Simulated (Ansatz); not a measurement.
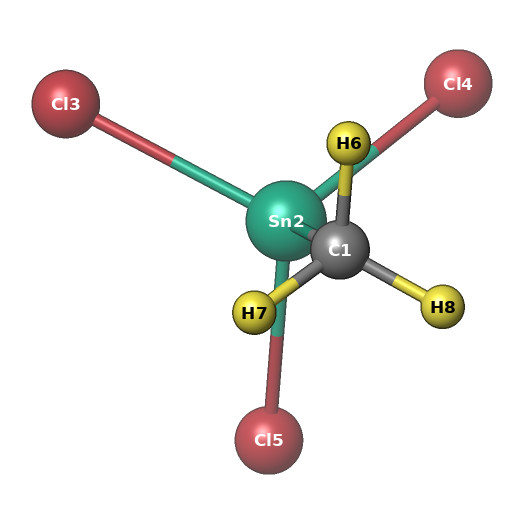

Sn2 lies behind C1. The molecule seen a little off the C1–Sn2 bond, C1 in front. Atoms fade into the background with distance from the viewer. Computed geometry: PBE-D4/def2-SVP optimisation. No frequency run is at hand to confirm it as a minimum.

**What is the torsion angle H6–C1–Sn2–Cl3? The sign is positive where the front bond must turn clockwise to cover the back bond.**

−61°, synclinal (gauche). The bonds about C1–Sn2 are staggered.
